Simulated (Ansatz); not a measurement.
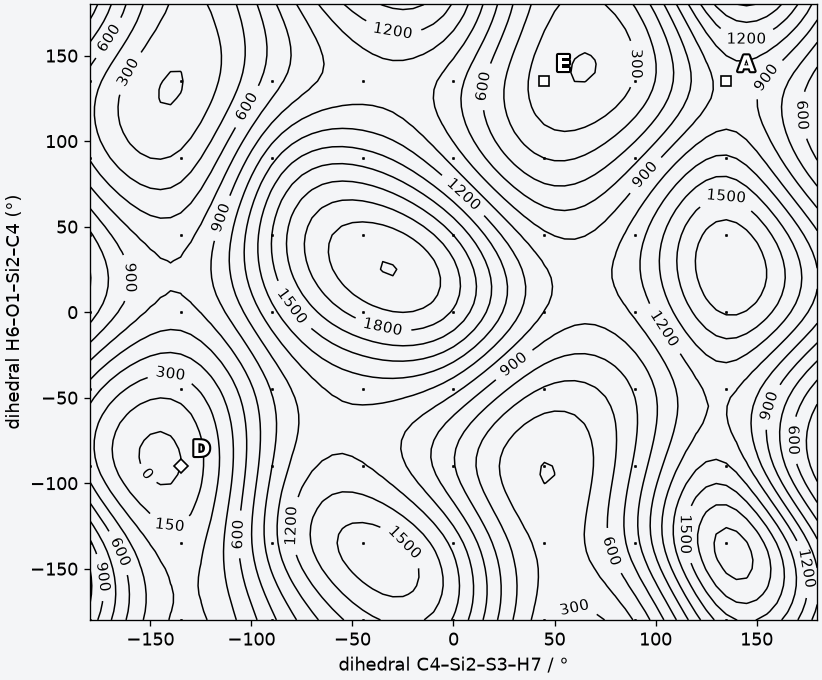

CH6OSSi2, SMILES O[Si]1(S)C[SiH2]1. 
- First axis: dihedral C4–Si2–S3–H7. Second axis: dihedral H6–O1–Si2–C4.
- Nothing is relaxed (all other coordinates rigid).
- The scan uses an 8 × 8 grid.
- Points are written as (first, second).
- Energies: cm⁻¹, counted from the lowest grid point.
- The calculation used Ansatz, RKS PBE-D4/def2-SVP.

In the figure: contour lines labelled in cm⁻¹, dots at the grid points, lettered points. Between grid points the surface is interpolated.

> What kind of point is each of A, D, E: minimum, saddle, maximum or slope?

A: saddle point; D: minimum; E: minimum. (In these two coordinates alone; a stationary point may lie a little off the grid point.)

> Rank the lettered points by energy, lowest first.

D (0 cm⁻¹), E (220 cm⁻¹), A (956 cm⁻¹).
